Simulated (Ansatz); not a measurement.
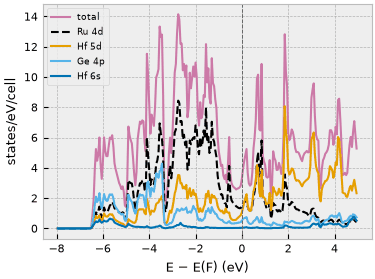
*Total and projected density of states of HfGeRu in space group P-62m (No. 189; Hf on 3g, Ge on 2c, Ge on 1b, Ru on 3f), plane-wave PAW r²SCAN (Ansatz code)*

Which orbitals carry the states next to the Fermi level?

Within 0.5 eV of the Fermi level: Ru 4d 46 %, Hf 5d 34 %, Ge 4p 13 %. Projections are on Löwdin-orthogonalised atomic valence shells; empty p or d shells of many metals are not among them.

Where is the tallest occupied peak in this window, and what makes it?

Near -2.8 eV, about 14 states/eV per cell; the largest projected share is Ru 4d.

The first step of the workflow began from a Materials Project structure, measured or hypothetical; the Crystallography Open Database copy checked does not list it. Its standing as an ambient phase is unchecked. The cell was relaxed with r²SCAN under the symmetry of its start; whether a distortion lowers the energy is not shown. The run is not spin-polarised. Scalar-relativistic: spin–orbit coupling is off unless named, which matters more the heavier the elements.

Potentials: the later of the program's two PAW sets.
